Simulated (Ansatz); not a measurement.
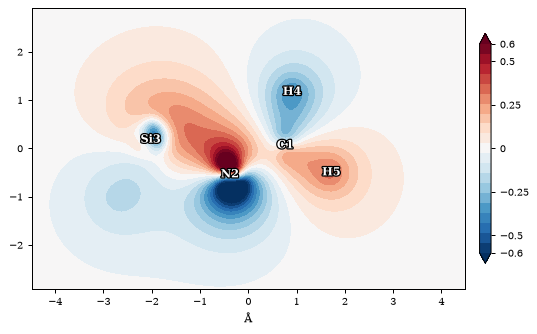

Figure. CH₃NSi (charge −1, doublet). The HOMO−1 (β) on the plane of atoms C1, N2 and Si3 (values in Å⁻³ᐟ²; the overall sign is arbitrary).

Geometry: BLYP-D3(BJ)/def2-SVPD; the highest occupied orbital lies above zero, a sign that basis and functional describe the outermost electron poorly.

All numbers below come from isolated molecule in a Gaussian basis; Kohn-Sham density functional theory, functional PBE0 in Ansatz.

Input

```
crystal:
  periodic: [false, false, false]
  atoms:
    - {symbol: C, position_ang: [-1.231235, -1.697124, 1.305340]}
    - {symbol: "N", position_ang: [-0.461608, -0.754923, 0.851862]}
    - {symbol: Si, position_ang: [0.304651, -0.615949, -0.766978]}
    - {symbol: H, position_ang: [-1.665717, -2.518012, 0.669794]}
    - {symbol: H, position_ang: [-1.494142, -1.759089, 2.388076]}
    - {symbol: H, position_ang: [0.465796, 0.944167, -0.737618]}
basis:
  gaussian:
    orbitals: def2-TZVPD
total_charge: -1
magnetization:
  spin_polarized: true
  initial_magnetization: 1
hamiltonian:
  xc: {name: PBE0}
output: {forces: true, orbitals: {seedname: orbitals}}
```

Command:

```sh
ansatz run input.yaml --threads 2 --pin off --max-ram 4350MiB --events-out events.jsonl --progress --plain --runs-dir runs
```

Where does this orbital lie, and at what energy?

Answer. By Hirshfeld shares it lies mainly on N2 (about 45 %), Si3 (about 25 %), C1 (about 10 %), H6 (about 10 %) and H4 (about 5 %). Its energy is −2.34 eV.
